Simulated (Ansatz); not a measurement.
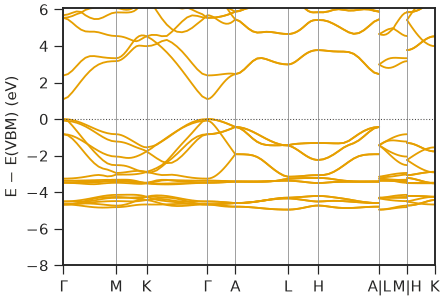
Figure: Band structure from the program Ansatz at the LDA level (PAW)

### Question
Read off the gap and where the band edges lie.

### Answer
About 1.1 eV (1.09 eV by a search for the band edges); maximum at Γ, minimum at Γ.

The material is AgI (wurtzite, P6_3mc).

The cell was relaxed with LDA under the symmetry of its start; phonons on a q-mesh show no instability. The run is not spin-polarised. Scalar-relativistic: spin–orbit coupling is off unless named, which matters more the heavier the elements.

Potentials: the later of the program's two PAW sets.
